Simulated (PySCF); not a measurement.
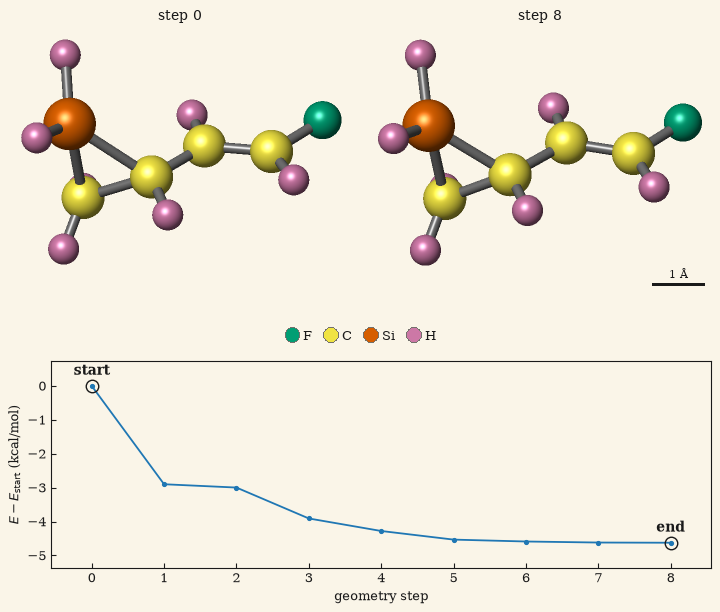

First and last geometry of a relaxation of C4H7FSi, with the history of the run. A ball-and-stick model, seen at a tilt.

The start comes from GFN2-xTB. Its atoms were then displaced at random by about 0.01 Å.

These are results of PBE0-D3(BJ)/def2-SVP geometry optimisation, gas phase in PySCF, not measurements. 

Q: What do the curves and the structures tell?

A: It converged. Over 8 geometry steps the energy falls by 4.62 kcal/mol. The largest move after the best rigid fit is that of an H atom, 0.17 Å. Largest moves by element: H 0.17 Å, C 0.08 Å, F 0.05 Å, Si 0.04 Å. Some distances before and after: C–Si 1.943 → 1.885 Å, C–C 1.416 → 1.473 Å, H–Si 1.441 → 1.484 Å, C–F 1.370 → 1.334 Å. Bond angles that change, for instance: C–C–H 116.6° → 114.0°, F–C–H 110.4° → 112.8°, H–Si–H 118.2° → 115.9°.
